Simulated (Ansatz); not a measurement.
## Electronic structure of H$_{4}$OSi···HF···H$_{2}$O in real space

Input file:

```
crystal:
  periodic: [false, false, false]
  atoms:
    - {symbol: Si, position_ang: [-0.263806, 0.851273, -1.347543]}
    - {symbol: F, position_ang: [-0.267801, -2.268566, -0.146418]}
    - {symbol: H, position_ang: [0.465173, -0.088435, -2.229707]}
    - {symbol: H, position_ang: [-1.586303, 0.332447, -0.947193]}
    - {symbol: H, position_ang: [-0.409631, 2.155819, -2.048671]}
    - {symbol: H, position_ang: [0.377111, -0.074530, 1.438889]}
    - {symbol: O, position_ang: [0.562044, 1.104848, 0.085335]}
    - {symbol: H, position_ang: [-0.079742, -1.867366, 0.697361]}
    - {symbol: O, position_ang: [0.250106, -0.904043, 1.937283]}
    - {symbol: H, position_ang: [1.428434, 1.509988, 0.014048]}
    - {symbol: H, position_ang: [-0.475584, -0.751533, 2.546520]}
basis:
  gaussian: {orbitals: def2-TZVPP}
hamiltonian: {xc: pbe0, dispersion: d4}
output: {orbitals: {seedname: orbitals}}
```

Command:

```sh
ansatz run in.yaml --threads 4 --pin off --events-out ev --progress --plain --max-ram 9574MiB
```

The product side of a reaction path; geometry: PBE0-D4/def2-TZVP.

The calculation used Ansatz 0.2.0, RKS PBE0-D4/def2-TZVPP.

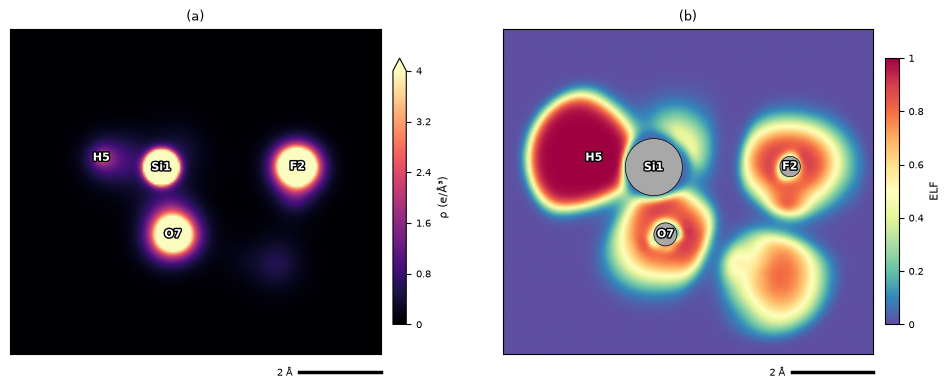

Figure 1. (a) total electron density; (b) electron localisation function on the plane of atoms H5, Si1 and O7. Grey discs cover the atomic cores in the ELF map.

> Read the bonding off the picture.

- The section cuts through Si, F, H and O sites.
- Si–O (1.67 Å): the density is about 1.1 e/Å³ at the midpoint; the ELF peaks at about 0.90 between the atoms; a shared but strongly polarised pair.
- Si–H (1.49 Å): ρ is about 0.81 e/Å³ halfway; the ELF climbs to about 1 towards the hydrogen, as it does in any bond to H.
- The ELF also peaks beside O9 and F2, away from the bonds: lone-pair regions.

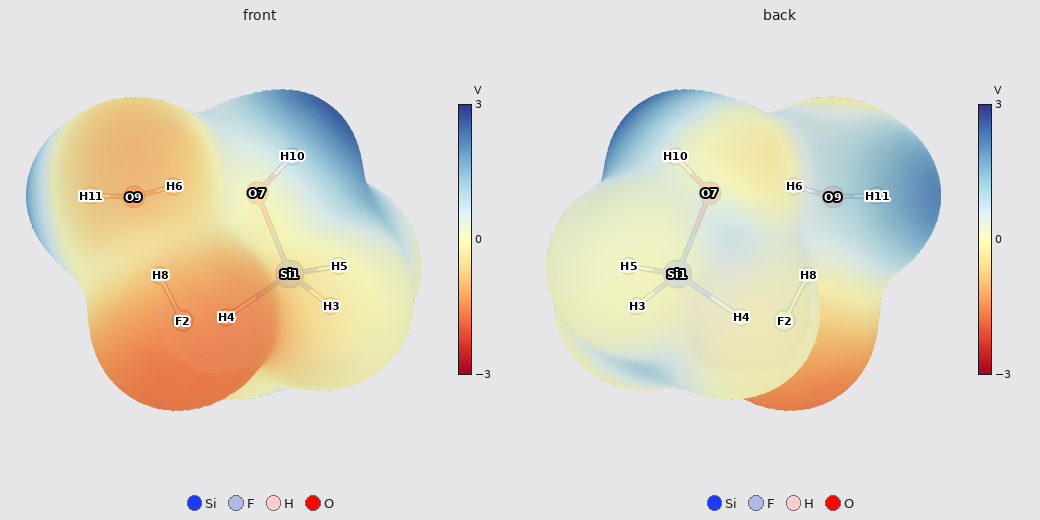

Figure 2. The molecular electrostatic potential painted on the density surface at 0.001 e/bohr³, seen from the front and from behind; the colour scale runs from red (negative) to blue (positive).

> Describe the electrostatic potential map.

The most negative region (about −1.7 V) lies over F2, the most positive (about +2.5 V) over H10.

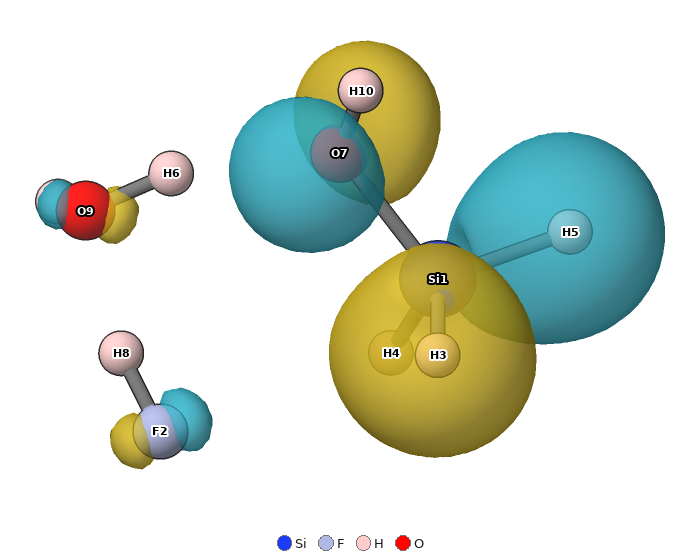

Figure 3. One frontier orbital at ±0.1 Å⁻³ᐟ² (yellow and cyan are the two phases), seen across its widest extent.

> Which orbital is it: HOMO or LUMO?

The HOMO, at −9.12 eV. Its weight (Hirshfeld) is mainly on O7 (about 30 %), Si1 (about 25 %), H3 (about 20 %) and H5 (about 20 %).

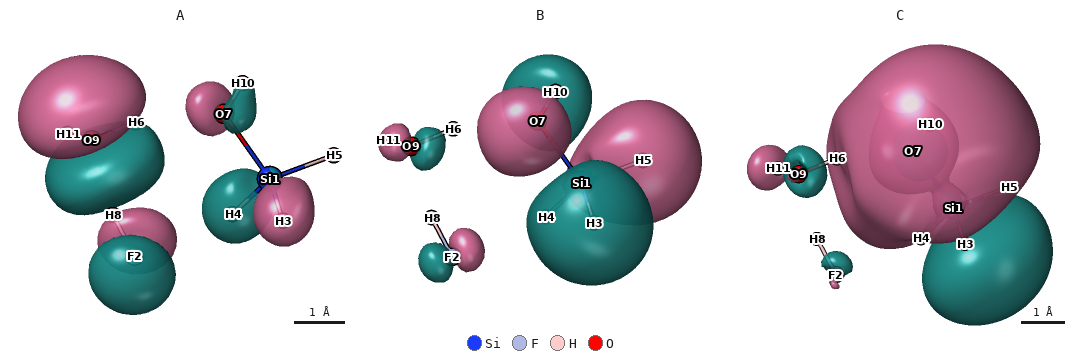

Figure 4. Three frontier orbitals at ±0.06 Å⁻³ᐟ² (teal and pink are the two phases), in no order.

> Which picture is the HOMO−1, the HOMO and the LUMO?

A is the HOMO−1 (−9.62 eV). Its weight (Hirshfeld) is mainly on O9 (about 70 %) and F2 (about 15 %); largely a lone pair of O9. B is the HOMO (−9.12 eV). It lies mainly on O7 (about 30 %), Si1 (about 25 %), H3 (about 20 %) and H5 (about 20 %). C is the LUMO (−0.37 eV). It lies mainly on Si1 (about 45 %), H10 (about 20 %) and O7 (about 10 %).

> What is the HOMO–LUMO gap?

8.75 eV between the orbital energies.
